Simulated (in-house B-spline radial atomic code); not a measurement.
# Mo⁵⁺: binding energies from hole states

Aim: the cost of two holes at once in Mo⁵⁺, against the sum of the two single holes.

Program: in-house B-spline radial atomic code version 1. Level of theory: Dirac-Hartree-Fock, average of configuration, Fermi nucleus, basis-set limit. These are calculated values, not measurements, unless marked.

## 1. Starting point

- element: molybdenum (Z = 42)
- charge: +5
- electrons: 37
- configuration: [Kr] 4d1
- Hamiltonian: Dirac-Coulomb
- nucleus: Fermi, rms radius 4.409 fm

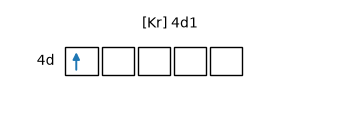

Outer shells as boxes.

The boxes draw the filling by Hund's rule, which heavy ions in jj coupling don't follow; these runs average over all states of the configuration.

Settings of the run:

```ini
Z = 42
electrons = 37.0
configuration = [Kr] 4d1
hamiltonian = dirac
method = hf
spin_polarised = False
nucleus = fermi
rms_radius = 4.4091
mass_number = 98
atomic_mass = 97.905403609
speed_of_light = 137.035999084
```

The reference is known from an earlier run: -4042.176371 hartree in all. Up to eight levels, counted from the top:

```
orbital  occupation  energy (eV)  <r> (bohr)
  3p3/2           4      -483.98      0.4309
  3d3/2           4      -318.71      0.4116
  3d5/2           6      -315.28      0.4150
  4s1/2           2      -142.90       1.083
  4p1/2           2      -111.73       1.163
  4p3/2           4      -108.85       1.186
  4d3/2         0.4      -68.156       1.447
  4d5/2         0.6      -67.837       1.455
```

Single holes known from earlier runs (ΔSCF): 1s 20134.2 eV, 2s 2958.71 eV, 2p3/2 2606.27 eV, 3s 588.59 eV, 3p1/2 494.41 eV, 3d3/2 310.12 eV, 3d5/2 306.80 eV, 4s 141.84 eV.

## 2. The 3s and 3p1/2 holes

In configurations, a minus sign after the shell means j = l − 1/2 and a plus sign j = l + 1/2; the count of electrons follows.

Settings of the run:

```ini
Z = 42
electrons = 35.0
configuration = 1s2 2s2 2p6 3s1 3p-1 3p+4 3d10 4s2 4p6 4d1
hamiltonian = dirac
method = hf
spin_polarised = False
nucleus = fermi
rms_radius = 4.4091
mass_number = 98
atomic_mass = 97.905403609
speed_of_light = 137.035999084
```

## 3. The 2p3/2 and 4s holes

Settings: those of step 2 with these lines changed.

```diff
@@ -2,3 +2,3 @@
 electrons = 35.0
-configuration = 1s2 2s2 2p6 3s1 3p-1 3p+4 3d10 4s2 4p6 4d1
+configuration = 1s2 2s2 2p-2 2p+3 3s2 3p6 3d10 4s1 4p6 4d1
 hamiltonian = dirac
```

## 4. The 3p1/2 and 3d3/2 holes

Settings: those of step 3 with these lines changed.

```diff
@@ -2,3 +2,3 @@
 electrons = 35.0
-configuration = 1s2 2s2 2p-2 2p+3 3s2 3p6 3d10 4s1 4p6 4d1
+configuration = 1s2 2s2 2p6 3s2 3p-1 3p+4 3d-3 3d+6 4s2 4p6 4d1
 hamiltonian = dirac
```

## 5. The 2s and 2p3/2 holes

Settings: those of step 4 with these lines changed.

```diff
@@ -2,3 +2,3 @@
 electrons = 35.0
-configuration = 1s2 2s2 2p6 3s2 3p-1 3p+4 3d-3 3d+6 4s2 4p6 4d1
+configuration = 1s2 2s1 2p-2 2p+3 3s2 3p6 3d10 4s2 4p6 4d1
 hamiltonian = dirac
```

## 6. The 3p1/2 and 3d5/2 holes

Settings: those of step 5 with these lines changed.

```diff
@@ -2,3 +2,3 @@
 electrons = 35.0
-configuration = 1s2 2s1 2p-2 2p+3 3s2 3p6 3d10 4s2 4p6 4d1
+configuration = 1s2 2s2 2p6 3s2 3p-1 3p+4 3d-4 3d+5 4s2 4p6 4d1
 hamiltonian = dirac
```

## 7. The 1s and 1s holes

Settings: those of step 6 with these lines changed.

```diff
@@ -2,3 +2,3 @@
 electrons = 35.0
-configuration = 1s2 2s2 2p6 3s2 3p-1 3p+4 3d-4 3d+5 4s2 4p6 4d1
+configuration = 2s2 2p6 3s2 3p6 3d10 4s2 4p6 4d1
 hamiltonian = dirac
```

Before running: What does each hole state cost in eV, and how does that compare with the orbital energies or single holes?

As calculated:

| two holes | ΔSCF (eV) | less the two single holes (eV) |
| --- | --- | --- |
| 3s and 3p1/2 | 1119.67 | 36.66 |
| 2p3/2 and 4s | 2773.07 | 24.96 |
| 3p1/2 and 3d3/2 | 842.29 | 37.76 |
| 2s and 2p3/2 | 5665.89 | 100.92 |
| 3p1/2 and 3d5/2 | 842.97 | 41.76 |
| 1s and 1s | 40894.4 | 626.02 |

What this shows: Two holes cost more than the sum of each, because the second electron leaves a more charged ion. The excess runs from 25.0 eV (2p3/2 and 4s) to 626.0 eV (1s and 1s); it tends to be largest where both holes are compact. Two partly filled shells share a symmetry and can mix in the average, which may lower the energy, in these hole states: 3p1/2 and 3d3/2; 3p1/2 and 3d5/2; 3d3/2; 3d5/2. Values are for the free ion, measured from the vacuum level.
